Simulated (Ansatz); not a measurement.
# Profile along the Ba–O line in Ba3PbO (anti-perovskite)

Ba$_{3}$PbO (anti-perovskite)

```yaml
crystal:
  lattice:
    - [5.41311, 0.00000, 0.00000]
    - [0.00000, 5.41311, 0.00000]
    - [0.00000, 0.00000, 5.41311]
  atoms:
    - { symbol: Ba, position: [0.50000, 0.00000, 0.50000] }
    - { symbol: Ba, position: [0.00000, 0.50000, 0.50000] }
    - { symbol: Ba, position: [0.50000, 0.50000, 0.00000] }
    - { symbol: Pb, position: [0.00000, 0.00000, 0.00000] }
    - { symbol: O, position: [0.50000, 0.50000, 0.50000] }
```

Fields along a shortest Ba–O line of a {100} plane (2.71 Å), from Ba to O, interpolated on the slice's grid (step about 0.3 Å). The numbers are results of PBEsol (plane waves to 420 eV, PAW, scalar-relativistic; Ansatz, a program for electronic structure), not measurements. k mesh 9×9×9. Inside the PAW spheres the values are not all-electron values, and peaks at nuclei hang on which shells count as valence. At this level the bands of Ba3PbO touch or barely overlap. Ba3PbO was relaxed with its symmetry unable to fall. Spin-orbit coupling is left out, though Pb is heavy.

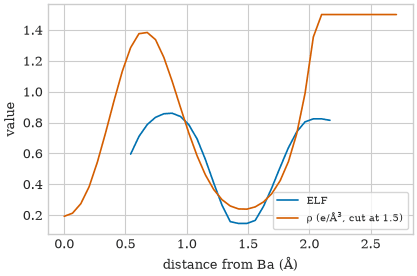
ELF (away from the nuclei) and valence density from Ba to O.

Density on the Ba–O line (2.71 Å) at its density minimum, 1.5 Å from Ba: 0.24 e/Å³. ELF at that point: 0.1.
